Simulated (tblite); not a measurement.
# Ge22H28: the cost of one run

Programs: tblite 0.8.0 and PySCF 2.14.0, with routines of our own; each step states its level. All values are computed. Atoms count from 0.

## (1) The system as given

50 atoms, charge 0, multiplicity 1; geometry from: force field, distance geometry or constructed start.

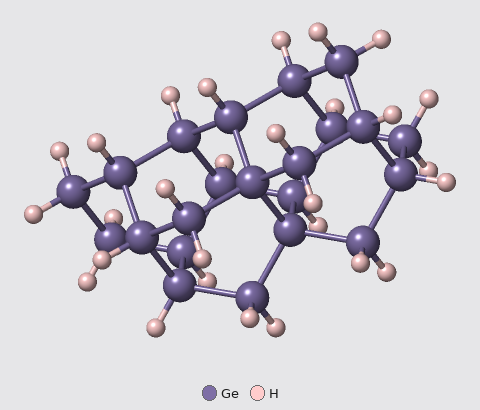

The starting geometry (germanium purple, hydrogen pink).

## (2) Geometry optimisation with GFN2-xTB

What the job is given:

```
{"job": {"kind": "relax", "xc": "GFN2-xTB", "basis": "xTB"}, "charge": 0, "multiplicity": 1}
Ge    -3.435800    -1.341500     1.223400
Ge    -3.443900    -1.337100    -1.231900
Ge    -3.435500     0.967800    -2.040700
Ge    -5.441800     2.129500     1.218800
Ge    -5.442100     2.123900    -1.221600
Ge    -3.444000     0.969600     2.039100
Ge     2.560600    -2.493000    -2.045000
Ge    -1.436900    -2.492000    -2.040200
Ge     4.563600    -1.341800     1.224600
Ge     4.558100    -1.340500    -1.223400
Ge     0.558000    -1.340900     1.222900
Ge     0.557600    -1.341700    -1.225000
Ge     2.557100    -2.494000     2.046700
Ge    -1.438100    -2.495300     2.039000
Ge     4.558700     0.975200    -2.041500
Ge     0.558200     0.970700    -2.035400
Ge     2.560900     2.127000     1.225900
Ge     2.559400     2.121700    -1.226000
Ge     4.560300     0.971900     2.044200
Ge    -1.437500     2.126000     1.227700
Ge    -1.442600     2.128900    -1.223500
Ge     0.559200     0.971600     2.041500
H     -4.686500    -2.056400     1.741600
H     -4.694100    -2.065300    -1.736500
H     -3.440200     0.972700    -3.570800
H     -5.447200     3.566700     1.737500
H     -6.689600     1.406100     1.734300
H     -5.441700     3.568200    -1.733800
H     -6.689700     1.404200    -1.737000
H     -3.439600     0.970500     3.575100
H      2.564100    -2.494100    -3.572800
H      2.558600    -3.935900    -1.531500
H     -1.441300    -2.494600    -3.573600
H     -1.438200    -3.938500    -1.528000
H      5.811400    -2.059200     1.731700
H      5.810700    -2.058800    -1.737900
H      2.559700    -2.494600     3.567600
H      2.561400    -3.934700     1.529100
H     -1.439200    -2.498600     3.571600
H     -1.445100    -3.933800     1.532900
H      4.560800     0.967800    -3.567900
H      5.816100     1.685800    -1.528000
H      0.565000     0.971100    -3.575300
H      2.563100     3.567100     1.733200
H      2.556800     3.569300    -1.732600
H      5.808300     1.693000     1.528300
H      4.563300     0.970200     3.571100
H     -1.440600     3.570200     1.737300
H     -1.438700     3.568000    -1.734800
H      0.562000     0.970800     3.573700
```

On the command line:

```bash
OMP_NUM_THREADS=4 python large_run.py task.json out
```

The driver reads the jobs from task.json and runs them one after another.

Q: Estimate the wall time and peak memory of this first job on 4 threads of Arm Neoverse N1, shared host.

About 11 s, with a peak of 0.17 GiB.
